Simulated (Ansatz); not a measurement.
A series of calculations on CH4AsB

### Relaxation

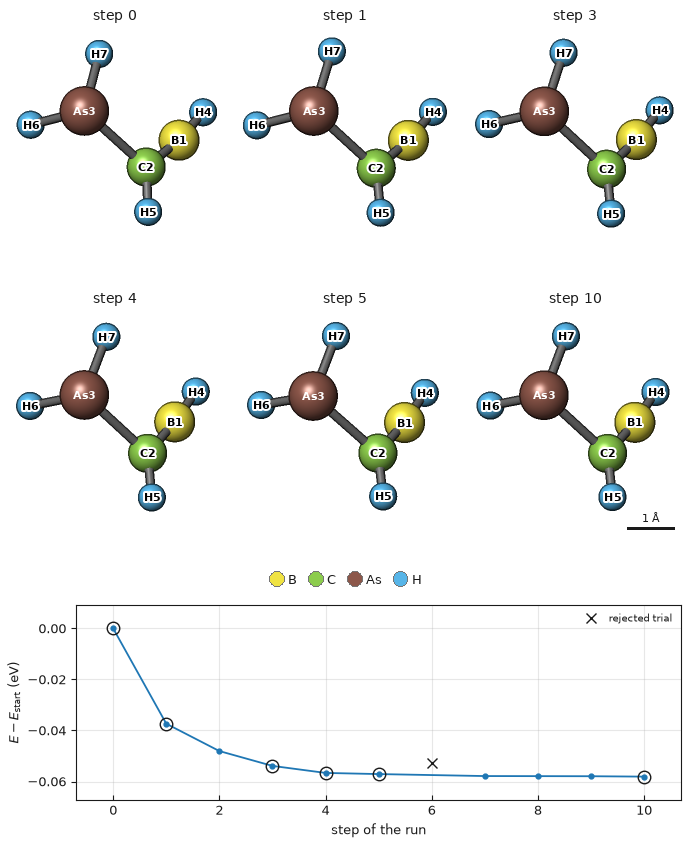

Frames of a relaxation of CH₄AsB, marked on the history of the run. Style: ball-and-stick. Shown at a tilt.

The run prepares an end point of a later path (inversion) calculation, from a guessed geometry.

These are results of Ansatz, RKS B3LYP-D4/def2-TZVP, not measurements. Set-up: no spin polarisation; force threshold 0.015 eV/Å; at most 40 steps.

Q: Describe the path.

A: After 9 accepted moves (10 points after the start) the energy has fallen by 0.058 eV. Largest force component: 1.3 eV/Å at the start, 0.0055 eV/Å at the end. The line search rejected the trial step at point 6 of the run. H4 moves most after the best rigid fit: 0.18 Å. Largest moves by element: H 0.18 Å, B 0.10 Å, C 0.09 Å, As 0.08 Å. Among the contacts that change: As3–H7 1.502 → 1.530 Å, B1–H4 1.148 → 1.170 Å, As3–H6 1.516 → 1.535 Å, B1–C2 1.377 → 1.362 Å. Among the angles between lasting bonds that change: B1–C2–As3 114.4° → 105.7°, B1–C2–H5 134.1° → 139.1°, As3–C2–H5 111.4° → 115.1°. The run took 27 s on 2 threads of Intel(R) Xeon(R) Platinum 8488C (Sapphire Rapids) (shared host), peak memory 0.29 GiB. From step 0 to 1: H6 moves most (0.08 Å), energy −0.037 eV. From step 1 to 3: H atoms move most (0.08 Å), energy −0.017 eV. From step 3 to 4: H4 moves most (0.09 Å), energy −0.003 eV. From step 4 to 5: H7 moves most (0.08 Å), energy 0.000 eV. From step 5 to 10: H7 moves most (0.05 Å), energy −0.001 eV.

```tsv
step	E − E(0), eV	largest force component, eV/Å	note
0	0.0000	1.2777	
1	-0.0373	0.3284	
2	-0.0481	0.1356	
3	-0.0539	0.0958	
4	-0.0566	0.1502	
5	-0.0571	0.0778	
6	-0.0527	0.3886	rejected
7	-0.0579	0.0271	
8	-0.0579	0.0226	
9	-0.0579	0.0173	
10	-0.0581	0.0055
```

### Relaxation

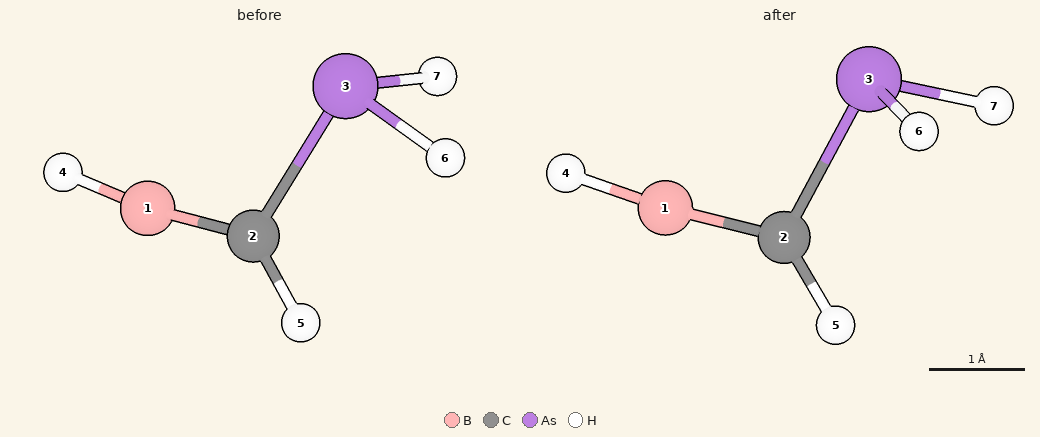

The structure of CH$_{4}$AsB before (left) and after (right) a relaxation, at one scale.

A ball-and-stick model, seen at a tilt.

The run prepares an end point of a later path (inversion) calculation, from a guessed geometry.

Theory: RKS B3LYP-D4/def2-TZVP in Ansatz 0.2.0.

Input
```yaml
crystal:
  periodic: [false, false, false]
  atoms:
    - { symbol: B, position_ang: [-0.48734, -0.14326, -1.2839] }
    - { symbol: C, position_ang: [-0.70667, -0.53924, 0.01668] }
    - { symbol: As, position_ang: [0.78706, -0.15441, 1.25115] }
    - { symbol: H, position_ang: [-0.17644, 0.22651, -2.32494] }
    - { symbol: H, position_ang: [-1.5045, -1.06634, 0.51609] }
    - { symbol: H, position_ang: [0.11758, -0.6749, 2.50823] }
    - { symbol: H, position_ang: [1.47495, -1.48237, 1.11126] }
basis:
  gaussian: { orbitals: def2-TZVP }
hamiltonian:
  xc: b3lyp
  dispersion: d4
relax:
  f_tol: 0.015
  max_steps: 40
```

Command:
```bash
ansatz run input.yaml --threads 2 --pin off --max-ram 3072MiB --backend cpu --events-out ev --progress --plain --runs-dir out
```

> Describe what moved and what it gained.

The atom that moves furthest after the best rigid fit is H6 (0.62 Å). By element the largest moves are H 0.62 Å, As 0.30 Å, C 0.23 Å, B 0.12 Å. Among the contacts that change: As3–H7 1.502 → 1.529 Å, B1–H4 1.148 → 1.170 Å, As3–H6 1.516 → 1.529 Å, B1–C2 1.377 → 1.367 Å. Bond angles that change, for instance: As3–C2–H5 111.4° → 118.3°, B1–C2–As3 114.4° → 108.5°, H6–As3–H7 88.6° → 92.3°. Groups turn about C2–As3 by about 40°. After 10 accepted moves (11 points after the start) the energy has fallen by 13.1 kJ/mol. The largest force component goes from 1.2 to 0.0018 eV/Å. The line search rejected the trial step at point 8 of the run.

### Path

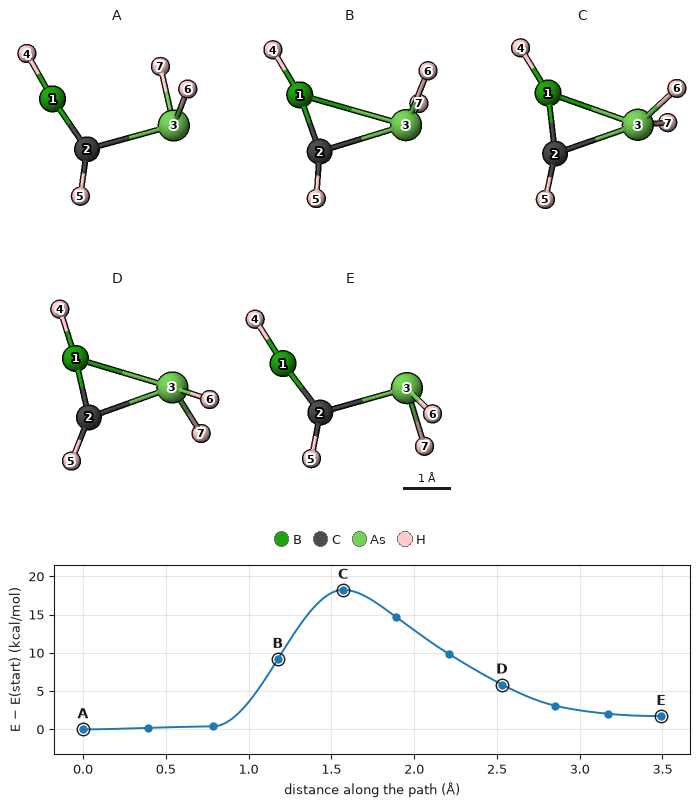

A search for the minimum-energy path of CH$_{4}$AsB by the nudged elastic band. Images are numbered from 0 (start) to 10 (end). Frames A to E are images 0, 3, 4, 7, 10. The picture is a ball-and-stick view, seen at a tilt.

These are results of Ansatz 0.2.0, RKS B3LYP-D4/def2-TZVP, not measurements. Run with 9 movable images; climbing image; force threshold 0.03 eV/Å; iteration limit 60; starting path through a guess of the saddle point.

### Describe the mechanism and the energy profile.

The motion is an edge inversion through a T-shaped arrangement: the angle B1–C2–H5 opens from 139° to 162° on the way. No bond forms or breaks between the ends. Bond angles that change up to the highest image, for instance: B1–C2–As3 105.7° → 75.0°, C2–As3–H7 97.4° → 125.3°. The energy climbs by 18.2 kcal/mol to image 4 and then falls by 16.5 kcal/mol, so the end point sits at +1.7 kcal/mol. The band converged in 14 iterations. The largest component of the band force went from 8.5 to 0.027 eV/Å. The climbing image converged on the top of the path. Its vibrational analysis gives one imaginary mode (535i cm⁻¹), as a transition state must have.
